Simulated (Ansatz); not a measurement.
## BaHfO3, pressure series

Take BaHfO$_{3}$ in the cubic perovskite structure (space group Pm-3m, No. 221) as the base.

```
BaHfO3
1.0
    4.15753     0.00000     0.00000
    0.00000     4.15753     0.00000
    0.00000     0.00000     4.15753
Ba Hf O
1 1 3
Cartesian
  2.07876   2.07876   2.07876
  0.00000   0.00000   0.00000
  0.00000   2.07876   0.00000
  2.07876   0.00000   0.00000
  0.00000   0.00000   2.07876
```

Cell and atoms are relaxed at each pressure.

Computed with Kohn–Sham DFT with the PBEsol functional, run in Ansatz (a first-principles code) with PAW and 420 eV plane waves, spin-orbit coupling left out.

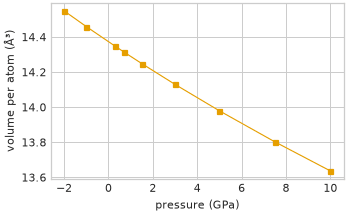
Fig. 1. Volume against pressure

Question: Estimate the zero-pressure bulk modulus from the plot.

Answer: About 170 GPa; a third-order Birch–Murnaghan fit to the points gives V₀ = 14.37 Å³/atom, B₀ = 169 GPa and B₀′ = 4.4.

Load acts through the strain it causes; cell and atoms are relaxed under it. Stability against distortions was not tested. Competing high-pressure phases were not computed. The base started in P4mm and relaxed to Pm-3m at this level.
